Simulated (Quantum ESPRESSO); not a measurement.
# Voltage at the next charge: Ir(100), 5 layers against an electrode

**Set-up.** Quantum ESPRESSO 7.5, PBE, GBRV ultrasoft; ESM with bc3, a metal electrode 5.01 Å above the top atoms; cell area 7.373 Å²; ions fixed. V is the potential energy of an electron at the electrode over the slab's Fermi level, divided by e, so that it equals the work function at zero charge; positive charge removes electrons.

```tsv
charge (e a cell)	V (V)
0	5.565
0.0111	6.486
0.0221	7.408
```

**Question.** What is V at a charge of 0.0442 e, and what capacitance do the rows imply?

**Worked estimate.** The last two rows give dV/dq = (7.408 − 6.486)/(0.0221 − 0.0111) = 83.8 V/e, so C = 1602/(7.373 × 83.8) = 2.59 µF/cm², an effective gap of 8.854/2.59 = 3.42 Å. At constant C, V = 7.408 + 83.8 × 0.0221 = 9.26 V.

**The withheld run.** V = 9.287 V; the estimate misses by −0.03 V, 1.4 % of the step. Over the three intervals C goes 2.62, 2.59 and 2.56 µF/cm².

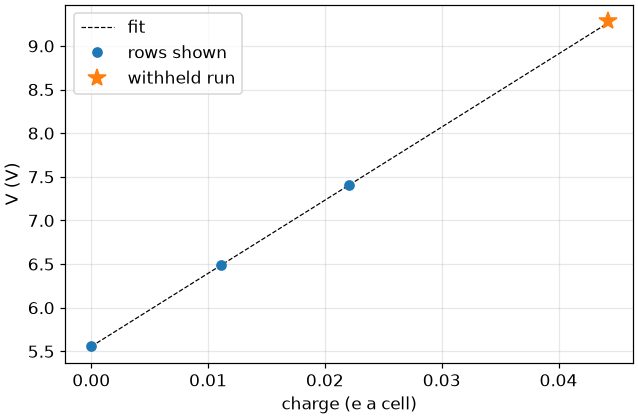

The rows shown, the fit and the withheld run.

**Limits.** Vacuum fills the gap; a dielectric or electrolyte would change C. The slab is thin.

[Logs are printed without paths, hosts, clocks, repeated set-up lines and the standing remarks that a program may print on its own settings, such as how far it seeks lower states.]
